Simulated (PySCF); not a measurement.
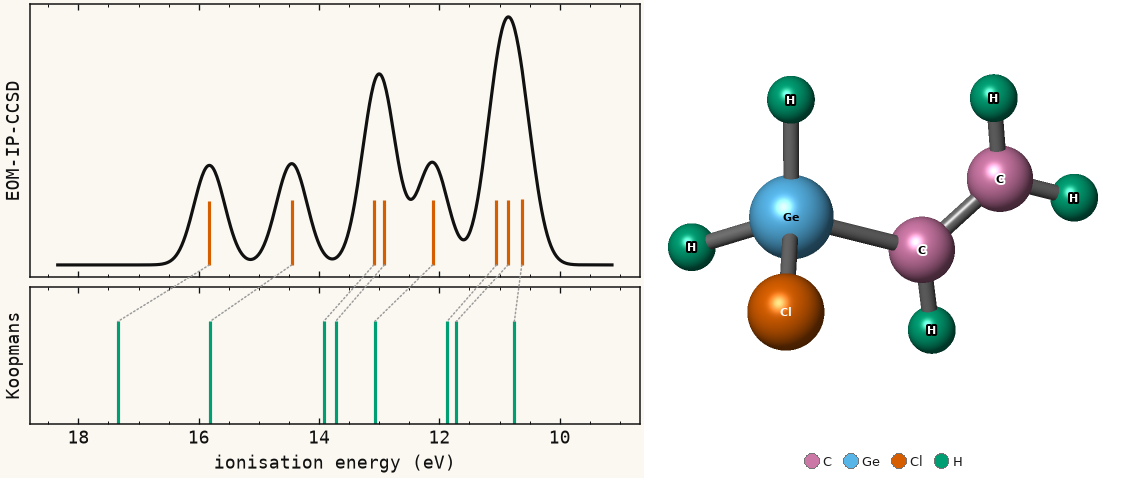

Valence photoelectron lines of C₂H₅ClGe, SMILES C=[CH][GeH2][Cl], singlet: vertical EOM-IP-CCSD/aug-cc-pVDZ (frozen core, PySCF, at a PBE0-D3(BJ)/def2-SVP geometry (no frequency check); 8 lines, one for each of the 8 highest orbitals, so a line of a deeper orbital can be missing among them) above, Hartree-Fock orbital energies with the sign turned below, non-relativistic; dotted lines join each line to its leading orbital. Stick heights are one-hole weights (summed over degenerate lines), not cross-sections; Gaussian width 0.60 eV.

Do correlation and relaxation change the order of the lines?

Not among these holes, which come in the order of the orbitals, HOMO, HOMO−1, HOMO−2, HOMO−3, HOMO−4, HOMO−5, HOMO−6, HOMO−7.

What is the first vertical ionisation energy, and how far is Koopmans' value off?

10.63 eV from the HOMO; Koopmans gives 10.75 eV, 0.12 eV too high.

Caveats: small basis, so the lines can lie some tenths of an eV too low; one conformer of a flexible molecule.
